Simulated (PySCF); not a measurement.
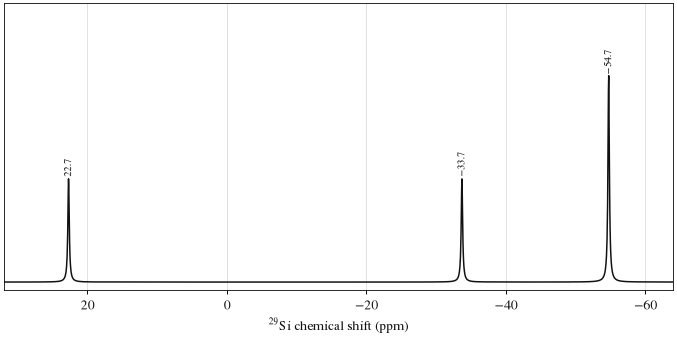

GIAO shifts, PBE0/pcSseg-1 in PySCF, at a PBE0-D3(BJ)/def2-SVP geometry (no frequency check), against TMS for ²⁹Si computed at the same level. Gas phase, fully decoupled, line heights follow the number of nuclei, widths are arbitrary (no quadrupolar broadening); values of one conformer, averaged over nuclei that symmetry, rotation about single bonds or inversion at nitrogen exchange, these motions taken as fast; other conformers aren't averaged in.

Question: Which structure fits the spectrum?
A. C₃H₁₇NOSi₄, SMILES C[Si](C)(C)O[SiH2]N([SiH3])[SiH3]
B. BSiNH₆O₂, SMILES N[SiH2]B(O)O
C. C₂H₁₂N₂Si₂, SMILES C[Si](N)(N)C[SiH3]
D. CH₉NSi₂, SMILES C[SiH2]N[SiH3]

Answer: A. Its ²⁹Si signals: 22.7 (1 Si), −33.7 (1 Si), −54.7 (2 Si) ppm.
